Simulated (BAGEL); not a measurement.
**UHF/6-31G(d) (density fitting with qzvpp-jkfit, spherical functions) run of C2H6B (SMILES [BH]CC)**

Aim: the vertical electron affinity of C2H6B at UHF/6-31G* (density fitting with qzvpp-jkfit, spherical functions), from 2 runs. 

The calculation is run with BAGEL 1.2.2.

## Step 1: Starting point

C2H6B: 9 atoms, total charge 0, spin state doublet. As SMILES, `[BH]CC`. Geometry: relaxed at PBE0-D4/def2-TZVP. This is one conformer, not always the lowest.

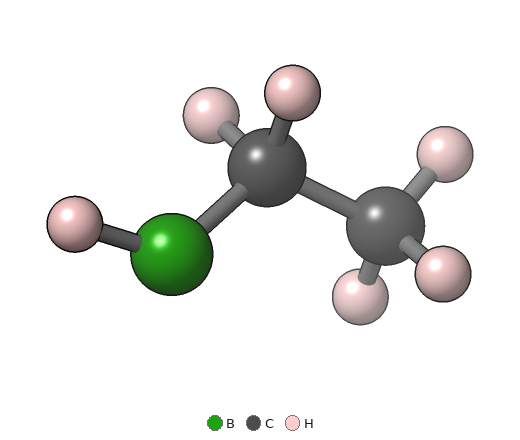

The structure, seen from a chosen angle (boron green, carbon dark grey, hydrogen pink).

## Step 2: A single-point energy at UHF/6-31G(d) (density fitting with qzvpp-jkfit, spherical functions)

File hf.json:

```json
{ "bagel" : [

{
  "title" : "molecule",
  "basis" : "6-31gs.json",
  "df_basis" : "qzvpp-jkfit",
  "angstrom" : true,
  "geometry" : [
    { "atom" : "B", "xyz" : [   -1.415300,    0.517300,   -0.623600 ] },
    { "atom" : "C", "xyz" : [    0.077500,    0.346900,   -0.300600 ] },
    { "atom" : "C", "xyz" : [    0.504700,   -0.731500,    0.688600 ] },
    { "atom" : "H", "xyz" : [   -1.915600,    1.307200,   -1.370300 ] },
    { "atom" : "H", "xyz" : [    0.580700,    0.211000,   -1.273200 ] },
    { "atom" : "H", "xyz" : [    0.428600,    1.341200,    0.024500 ] },
    { "atom" : "H", "xyz" : [    1.588300,   -0.746200,    0.828800 ] },
    { "atom" : "H", "xyz" : [    0.197300,   -1.721000,    0.344100 ] },
    { "atom" : "H", "xyz" : [    0.042200,   -0.571000,    1.664600 ] }
  ]
},
{ "title" : "uhf", "nopen" : 1 },
{ "title" : "print", "file" : "orbitals.molden", "orbitals" : true }

]}
```

The basis set 6-31G* is read from a file made from the Basis Set Exchange's data (not shown).

Command:

```sh
$ BAGEL_NUM_THREADS=1 BAGEL hf.json > hf.out
```

The program printed:

```text
* using 1 threads per process

  ===============================================================
  ===============================================================

  *** Geometry ***

  { "atom" : "B", "xyz" : [     -2.674529,      0.977555,     -1.178433 ] },
  { "atom" : "C", "xyz" : [      0.146454,      0.655546,     -0.568052 ] },
  { "atom" : "C", "xyz" : [      0.953745,     -1.382335,      1.301265 ] },
  { "atom" : "H", "xyz" : [     -3.619959,      2.470250,     -2.589492 ] },
  { "atom" : "H", "xyz" : [      1.097364,      0.398732,     -2.405999 ] },
  { "atom" : "H", "xyz" : [      0.809937,      2.534501,      0.046298 ] },
  { "atom" : "H", "xyz" : [      3.001452,     -1.410114,      1.566205 ] },
  { "atom" : "H", "xyz" : [      0.372843,     -3.252219,      0.650255 ] },
  { "atom" : "H", "xyz" : [      0.079746,     -1.079034,      3.145638 ] },

  Number of auxiliary basis functions:      333

  Since a DF basis is specified, we compute 2- and 3-index integrals:
    o Being stored without compression. Storage requirement is 0.008 GB

  Number of basis functions:       54
  Number of electrons      :       23

    * METHOD: MOLECULE                             0.06

  *** Open-shell HF ***

  === Nuclear Repulsion ===
    63.1540652359

      * DIIS with orbital gradients will be used.

  === UHF iteration (6-31gs.json) ===
      0       -103.73206624          0.03667455           0.02
      1       -103.81727559          0.01388325           0.02
      2       -103.82962148          0.00618625           0.02
      3       -103.83209858          0.00164749           0.02
      4       -103.83260892          0.00035158           0.02
      5       -103.83265927          0.00009494           0.02
      6       -103.83266583          0.00002418           0.02
      7       -103.83266689          0.00000968           0.02
      8       -103.83266723          0.00000351           0.02
      9       -103.83266729          0.00000165           0.02
     10       -103.83266731          0.00000069           0.02
     11       -103.83266731          0.00000020           0.02
     12       -103.83266731          0.00000008           0.02
     13       -103.83266731          0.00000003           0.02
     14       -103.83266731          0.00000002           0.02
     15       -103.83266731          0.00000001           0.02
    * SCF iteration converged.

    * S^2 (UHF) is 0.7525

    * Permanent dipole moment:
           (   -0.291015,    -0.063544,     0.021307) a.u.

    * METHOD: UHF                                  0.32

    * METHOD: PRINT                                0.00

  ===============================================================
```

It took 0.56 s on 1 thread of AMD EPYC 9R45 (Zen 5), shared host.

## Step 3: The singlet anion, same level

File hf.json:

```json
{ "bagel": [

{
  "title": "molecule",
  "basis": "6-31gs.json",
  "df_basis": "qzvpp-jkfit",
  "angstrom": true,
  "geometry": [
    { "atom": "B", "xyz": [      -1.415300,       0.517300,      -0.623600 ] },
    { "atom": "C", "xyz": [       0.077500,       0.346900,      -0.300600 ] },
    { "atom": "C", "xyz": [       0.504700,      -0.731500,       0.688600 ] },
    { "atom": "H", "xyz": [      -1.915600,       1.307200,      -1.370300 ] },
    { "atom": "H", "xyz": [       0.580700,       0.211000,      -1.273200 ] },
    { "atom": "H", "xyz": [       0.428600,       1.341200,       0.024500 ] },
    { "atom": "H", "xyz": [       1.588300,      -0.746200,       0.828800 ] },
    { "atom": "H", "xyz": [       0.197300,      -1.721000,       0.344100 ] },
    { "atom": "H", "xyz": [       0.042200,      -0.571000,       1.664600 ] }
  ]
},

{ "title": "hf", "charge": -1 },

{ "title": "print", "file": "orbitals.molden", "orbitals": true }

]}
```

The basis set 6-31G* is read from a file made from the Basis Set Exchange's data (not shown).

Command:

```sh
$ BAGEL_NUM_THREADS=1 BAGEL hf.json > hf.out
```

The program printed:

```text
* using 1 threads per process

  ===============================================================
  ===============================================================

  *** Geometry ***

  { "atom" : "B", "xyz" : [     -2.674529,      0.977555,     -1.178433 ] },
  { "atom" : "C", "xyz" : [      0.146454,      0.655546,     -0.568052 ] },
  { "atom" : "C", "xyz" : [      0.953745,     -1.382335,      1.301265 ] },
  { "atom" : "H", "xyz" : [     -3.619959,      2.470250,     -2.589492 ] },
  { "atom" : "H", "xyz" : [      1.097364,      0.398732,     -2.405999 ] },
  { "atom" : "H", "xyz" : [      0.809937,      2.534501,      0.046298 ] },
  { "atom" : "H", "xyz" : [      3.001452,     -1.410114,      1.566205 ] },
  { "atom" : "H", "xyz" : [      0.372843,     -3.252219,      0.650255 ] },
  { "atom" : "H", "xyz" : [      0.079746,     -1.079034,      3.145638 ] },

  Number of auxiliary basis functions:      333

  Since a DF basis is specified, we compute 2- and 3-index integrals:
    o Being stored without compression. Storage requirement is 0.008 GB

  Number of basis functions:       54
  Number of electrons      :       23

    * METHOD: MOLECULE                             0.06

  *** RHF ***

  === Nuclear Repulsion ===
    63.1540652359

      * DIIS with orbital gradients will be used.

  === RHF iteration (6-31gs.json) ===
      0       -103.58198066          0.02288313           0.01
      1       -103.70382164          0.00930413           0.01
      2       -103.72454460          0.00221184           0.01
      3       -103.72620481          0.00045432           0.01
      4       -103.72629261          0.00010960           0.01
      5       -103.72630756          0.00003191           0.01
      6       -103.72630923          0.00000953           0.01
      7       -103.72630936          0.00000263           0.01
      8       -103.72630937          0.00000074           0.01
      9       -103.72630937          0.00000019           0.01
     10       -103.72630937          0.00000007           0.01
     11       -103.72630937          0.00000003           0.01
     12       -103.72630937          0.00000001           0.01
    * SCF iteration converged.

    * Permanent dipole moment:
           (   -2.479195,     0.332799,    -0.579606) a.u.

    * METHOD: HF                                   0.14

    * METHOD: PRINT                                0.00

  ===============================================================
```

Run time: 0.38 s. Hardware: 1 thread of AMD EPYC 9R45 (Zen 5), shared host.

## Step 4: What came out

Level: UHF/6-31G* (density fitting with qzvpp-jkfit, spherical functions).

```
                                                            quantity          value
                                         doublet C2H6B: total energy  -103.83267 Eh
                                        doublet C2H6B: dipole moment         0.76 D
                                                 doublet C2H6B: ⟨S²⟩          0.752
                                         singlet anion: total energy  -103.72631 Eh
                                          singlet anion: HOMO energy        1.71 eV
                                          singlet anion: LUMO energy       10.45 eV
singlet anion: HOMO–LUMO gap (to an unbound level, set by the basis)        8.73 eV
                   vertical electron affinity (to the singlet anion)      -2.894 eV
```

In words: The anion lies 2.89 eV (279 kJ/mol) above the neutral: the electron isn't bound at this level, and such a value depends on the basis. Without diffuse functions anions come out too high. Hartree–Fock misses the correlation that binds many anions. The HOMO (singlet anion) lies at positive energy, 1.71 eV: the electron is unbound at this level or held by a compact basis; values depend on the basis.
